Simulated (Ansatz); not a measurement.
## SiH$_{4}$OF: geometry relaxation (part 1 of 2)

- system: SiH$_{4}$OF, multiplicity 2
- method: UKS B3LYP/6-31G* (Ansatz 0.2.0)

It belongs to a series of runs on one base structure; here: end point B relaxed. Figures and captions count atoms from 1; the log counts them from 0 in places.

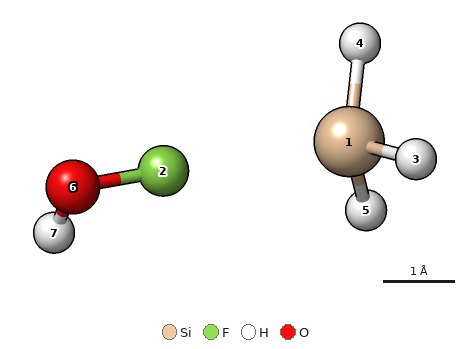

*The input geometry (ball-and-stick view, seen at a tilt; atoms are numbered from 1 in the order of the input).*

Bond lengths as drawn: F–O 1.36 Å, H–O 0.98 Å and H–Si 1.49 Å.

## Input
```yaml
crystal:
  periodic: [false, false, false]
  atoms:
    - { symbol: Si, position_ang: [0.024458, 0.029126, -0.33526] }
    - { symbol: F, position_ang: [0.019406, 0.003137, 2.461584] }
    - { symbol: H, position_ang: [1.419531, 0.019132, -0.859425] }
    - { symbol: H, position_ang: [-0.706319, 1.23098, -0.828154] }
    - { symbol: H, position_ang: [-0.689509, -1.211783, -0.754233] }
    - { symbol: O, position_ang: [-0.008219, -0.043446, 3.816279] }
    - { symbol: H, position_ang: [-0.572348, -0.828246, 3.95771] }
magnetization:
  spin_polarized: true
  initial_magnetization: 1
basis:
  gaussian: { orbitals: "6-31G*" }
hamiltonian:
  xc: b3lyp
relax:
  f_tol: 0.03
  max_steps: 50
output:
  orbitals: {}
```

Machine: 1 thread of Arm Neoverse V2, 24 GiB of memory available, shared host.

Launch command:
```bash
ansatz run input.yaml --threads 1 --pin off --max-ram 2048MiB --backend cpu --events-out ev --progress --plain --runs-dir out
```

## Output
```
The last accepted step is kept in [file] (removed where the run ends without a failure and the disk answers)
Engine: ansatz 0.2.0, aarch64-unknown-linux-gnu
Functional definition: B3LYP
  parameter a0 = 0.2
  parameter ax = 0.72
  parameter ac = 0.81
  exchange = (1 - a0 - ax)*slater_x + ax*b88_x + a0*exact_x
  correlation = (1 - ac)*vwn_rpa_c + ac*lyp_c
584 factors; integrals over basis functions are off by at most 4.2e-4 eV
mean field evaluation 1: about -12699.4296 eV, gradient 2.0e1 eV
mean field evaluation 2: about -12698.8944 eV, gradient 2.4e1 eV
mean field evaluation 4: about -12700.8994 eV, gradient 1.5e0 eV
mean field evaluation 8: about -12700.9163 eV, gradient 4.0e-2 eV
mean field evaluation 16: about -12700.9164 eV, gradient 3.9e-5 eV
mean field -12700.91636068 eV, -466.7500672647 hartree, gradient 3.9e-5 eV, S^2 0.751714; 0 other end points of the search recorded, 0 dependent functions left out
the calculation of the forces begins
reference -12700.91658751 eV, -466.7500756007 hartree; 18, 17 occupied and 39, 40 virtual orbitals, 584 factors
relax step   1: F+E_penalty+E_count = -12700.91636068 eV  Δ(F+E_penalty+E_count) = +0.000e0 eV  max|allowed force component| = 3.786e0 eV/Å  Δτ_max = 0.0000 Å  (29 SCF iters, accepted)
these checks for a lower state are left out or cut short: starts, cluster_reference, orbital_swaps, neighbouring_geometries, increment
584 factors; integrals over basis functions are off by at most 4.2e-4 eV
mean field -12701.07183040 eV, -466.7557806715 hartree, gradient 1.6e-5 eV, S^2 0.751636; 0 other end points of the search recorded, 0 dependent functions left out
[... from here on the field's lines of each further geometry are left out, up to the last ...]
relax step   2: F+E_penalty+E_count = -12701.07183040 eV  Δ(F+E_penalty+E_count) = -1.555e-1 eV  max|allowed force component| = 1.359e0 eV/Å  Δτ_max = 0.1908 Å  (33 SCF iters, accepted)
relax step   3: F+E_penalty+E_count = -12701.09616437 eV  Δ(F+E_penalty+E_count) = -2.433e-2 eV  max|allowed force component| = 2.845e-1 eV/Å  Δτ_max = 0.0609 Å  (34 SCF iters, accepted)
relax step   4: F+E_penalty+E_count = -12701.10379742 eV  Δ(F+E_penalty+E_count) = -7.633e-3 eV  max|allowed force component| = 1.693e-1 eV/Å  Δτ_max = 0.0927 Å  (34 SCF iters, accepted)
relax step   5: F+E_penalty+E_count = -12701.12885934 eV  Δ(F+E_penalty+E_count) = -2.506e-2 eV  max|allowed force component| = 4.923e-1 eV/Å  Δτ_max = 0.1950 Å  (37 SCF iters, accepted)
relax step   6: F+E_penalty+E_count = -12701.29002642 eV  Δ(F+E_penalty+E_count) = -1.612e-1 eV  max|allowed force component| = 2.549e0 eV/Å  Δτ_max = 0.1916 Å  (41 SCF iters, accepted)
relax step   7: F+E_penalty+E_count = -12702.09697342 eV  Δ(F+E_penalty+E_count) = -8.069e-1 eV  max|allowed force component| = 6.822e0 eV/Å  Δτ_max = 0.1948 Å  (35 SCF iters, accepted)
relax step   8: F+E_penalty+E_count = -12703.84474892 eV  Δ(F+E_penalty+E_count) = -1.748e0 eV  max|allowed force component| = 6.421e0 eV/Å  Δτ_max = 0.1948 Å  (38 SCF iters, accepted)
relax step   9: F+E_penalty+E_count = -12704.94994635 eV  Δ(F+E_penalty+E_count) = -1.105e0 eV  max|allowed force component| = 1.210e0 eV/Å  Δτ_max = 0.1948 Å  (79 SCF iters, accepted)
relax step  10: F+E_penalty+E_count = -12705.10429695 eV  Δ(F+E_penalty+E_count) = -1.544e-1 eV  max|allowed force component| = 9.673e-1 eV/Å  Δτ_max = 0.1957 Å  (85 SCF iters, accepted)
relax step  11: F+E_penalty+E_count = -12705.14181093 eV  Δ(F+E_penalty+E_count) = -3.751e-2 eV  max|allowed force component| = 1.326e0 eV/Å  Δτ_max = 0.1950 Å  (101 SCF iters, accepted)
relax step  12: F+E_penalty+E_count = -12705.20256335 eV  Δ(F+E_penalty+E_count) = -6.075e-2 eV  max|allowed force component| = 2.453e-1 eV/Å  Δτ_max = 0.0901 Å  (98 SCF iters, accepted)
relax step  13: F+E_penalty+E_count = -12705.20931025 eV  Δ(F+E_penalty+E_count) = -6.747e-3 eV  max|allowed force component| = 3.191e-1 eV/Å  Δτ_max = 0.0395 Å  (91 SCF iters, accepted)
relax step  14: F+E_penalty+E_count = -12705.21754058 eV  Δ(F+E_penalty+E_count) = -8.230e-3 eV  max|allowed force component| = 5.640e-1 eV/Å  Δτ_max = 0.0539 Å  (97 SCF iters, accepted)
relax step  15: F+E_penalty+E_count = -12705.22081796 eV  Δ(F+E_penalty+E_count) = -3.277e-3 eV  max|allowed force component| = 6.077e-1 eV/Å  Δτ_max = 0.0247 Å  (114 SCF iters, accepted)
relax step  16: F+E_penalty+E_count = -12705.24072701 eV  Δ(F+E_penalty+E_count) = -1.991e-2 eV  max|allowed force component| = 5.167e-1 eV/Å  Δτ_max = 0.0863 Å  (163 SCF iters, accepted)
relax step  17: F+E_penalty+E_count = -12705.26411795 eV  Δ(F+E_penalty+E_count) = -2.339e-2 eV  max|allowed force component| = 3.218e-1 eV/Å  Δτ_max = 0.1252 Å  (179 SCF iters, accepted)
relax step  18: F+E_penalty+E_count = -12705.20983354 eV  Δ(F+E_penalty+E_count) = +5.428e-2 eV  max|allowed force component| = 2.209e0 eV/Å  Δτ_max = 0.1970 Å  (154 SCF iters, rejected (line search))
relax step  19: F+E_penalty+E_count = -12705.28172973 eV  Δ(F+E_penalty+E_count) = -1.761e-2 eV  max|allowed force component| = 1.447e-1 eV/Å  Δτ_max = 0.0985 Å  (165 SCF iters, accepted)
relax step  20: F+E_penalty+E_count = -12705.28693236 eV  Δ(F+E_penalty+E_count) = -5.203e-3 eV  max|allowed force component| = 1.314e-1 eV/Å  Δτ_max = 0.0557 Å  (113 SCF iters, accepted)
relax step  21: F+E_penalty+E_count = -12705.29053915 eV  Δ(F+E_penalty+E_count) = -3.607e-3 eV  max|allowed force component| = 2.592e-1 eV/Å  Δτ_max = 0.0821 Å  (103 SCF iters, accepted)
relax step  22: F+E_penalty+E_count = -12705.29312150 eV  Δ(F+E_penalty+E_count) = -2.582e-3 eV  max|allowed force component| = 1.027e-1 eV/Å  Δτ_max = 0.0547 Å  (141 SCF iters, accepted)
relax step  23: F+E_penalty+E_count = -12705.29669431 eV  Δ(F+E_penalty+E_count) = -3.573e-3 eV  max|allowed force component| = 4.537e-2 eV/Å  Δτ_max = 0.1235 Å  (160 SCF iters, accepted)
relax step  24: F+E_penalty+E_count = -12705.29917953 eV  Δ(F+E_penalty+E_count) = -2.485e-3 eV  max|allowed force component| = 4.706e-1 eV/Å  Δτ_max = 0.1915 Å  (122 SCF iters, accepted)
relax step  25: F+E_penalty+E_count = -12705.30748812 eV  Δ(F+E_penalty+E_count) = -8.309e-3 eV  max|allowed force component| = 4.694e-1 eV/Å  Δτ_max = 0.1785 Å  (101 SCF iters, accepted)
relax step  26: F+E_penalty+E_count = -12705.31700141 eV  Δ(F+E_penalty+E_count) = -9.513e-3 eV  max|allowed force component| = 7.515e-1 eV/Å  Δτ_max = 0.1948 Å  (91 SCF iters, accepted)
relax step  27: F+E_penalty+E_count = -12705.32444851 eV  Δ(F+E_penalty+E_count) = -7.447e-3 eV  max|allowed force component| = 1.947e-1 eV/Å  Δτ_max = 0.1999 Å  (86 SCF iters, accepted)
relax step  28: F+E_penalty+E_count = -12705.35011749 eV  Δ(F+E_penalty+E_count) = -2.567e-2 eV  max|allowed force component| = 1.827e-1 eV/Å  Δτ_max = 0.1950 Å  (95 SCF iters, accepted)
relax step  29: F+E_penalty+E_count = -12705.35412315 eV  Δ(F+E_penalty+E_count) = -4.006e-3 eV  max|allowed force component| = 4.186e-1 eV/Å  Δτ_max = 0.1712 Å  (87 SCF iters, accepted)
the calculation of the forces begins
reference -12705.35798199 eV, -466.9132938373 hartree; 18, 17 occupied and 39, 40 virtual orbitals, 585 factors
relax step  30: F+E_penalty+E_count = -12705.35777931 eV  Δ(F+E_penalty+E_count) = -3.656e-3 eV  max|allowed force component| = 7.484e-3 eV/Å  Δτ_max = 0.0197 Å  (82 SCF iters, accepted)
585 factors; integrals over basis functions are off by at most 5.4e-4 eV
mean field evaluation 544: about -12705.3578 eV, gradient 4.5e-3 eV
```

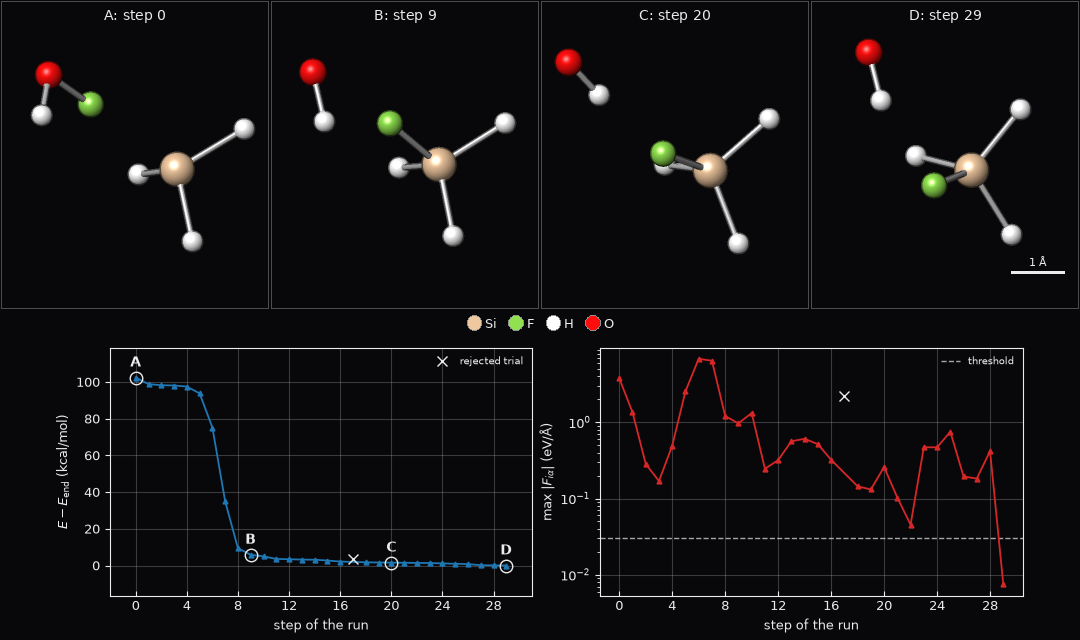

*Frames of the relaxation (ball-and-stick view, seen at a tilt) above the curves, on which the letters mark them (the first geometry is step 0 here and step 1 in the log).*

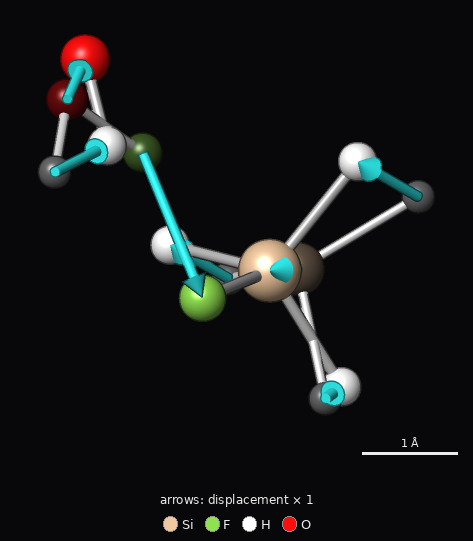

*Start (faint) and end (solid) with the displacements as teal arrows, at true length (ball-and-stick view, seen at a tilt). The two geometries are laid on each other by the best rigid fit.*

The atom that moves furthest after the best rigid fit is F2 (1.66 Å). By element the largest moves are F 1.66 Å, H 1.19 Å, O 0.86 Å, Si 0.58 Å. Among the contacts that change: F2–O6 1.356 → 2.809 Å, Si1–F2 2.797 → 1.631 Å, Si1–H3 1.490 → 1.481 Å, O6–H7 0.977 → 0.985 Å. New bonds form: Si1–F2 (2.80 → 1.63 Å). Bonds break: F2–O6 (1.36 → 2.81 Å). Over 29 geometry steps the energy falls by 102.4 kcal/mol. Largest force component: 3.8 eV/Å at the start, 0.0075 eV/Å at the end. The line search rejected the trial step at point 17 (counted from 0) and went back. (Atoms are counted from 1 in the order of the input.)

```
mean field -12705.35777931 eV, -466.9132863890 hartree, gradient 4.3e-7 eV, S^2 0.752100; 3 other end points of the search recorded, 0 dependent functions left out
the calculation of the forces begins
reference -12705.35798199 eV, -466.9132938373 hartree; 18, 17 occupied and 39, 40 virtual orbitals, 585 factors
Total energy: -12705.35798199 eV, -466.9132938373 hartree
Atom 0 at    -0.098484    -0.163841     0.163503 Å, force    -0.004914    -0.006984    -0.001030 eV/Å
Atom 1 at    -0.644203    -1.137891     1.352878 Å, force     0.003589     0.007484     0.000491 eV/Å
Atom 2 at     1.372590    -0.039163     0.277663 Å, force    -0.000936     0.001955     0.003234 eV/Å
Atom 3 at    -0.763902     1.154311     0.274799 Å, force     0.002479     0.000252     0.003732 eV/Å
Atom 4 at    -0.456525    -0.807096    -1.124569 Å, force    -0.000155    -0.001798    -0.005103 eV/Å
Atom 5 at     0.258709     0.489043     3.456798 Å, force     0.001510     0.003653     0.002523 eV/Å
Atom 6 at    -0.181184    -0.296463     3.057429 Å, force    -0.001573    -0.004562    -0.003846 eV/Å
Dipole moment:    -0.058899    -0.105645    -0.392982 e Å
```

## Trajectory as extended XYZ (Å, eV, eV/Å), 15 of the 30 frames kept, from step=1 to step=30
```
7
Properties=species:S:1:pos:R:3:forces:R:3 step=1 energy=-12700.91636
Si    0.0245    0.0291   -0.3353   -0.0001   0.0026  -0.2322
F     0.0194    0.0031    2.4616    0.0777   0.1286  -3.5772
H     1.4195    0.0191   -0.8594   -0.0031  -0.0007   0.0056
H    -0.7063    1.2310   -0.8282    0.0014  -0.0037   0.0058
H    -0.6895   -1.2118   -0.7542    0.0029   0.0054   0.0096
O    -0.0082   -0.0434    3.8163   -0.0797  -0.1329   3.7862
H    -0.5723   -0.8282    3.9577    0.0008   0.0008   0.0022
```
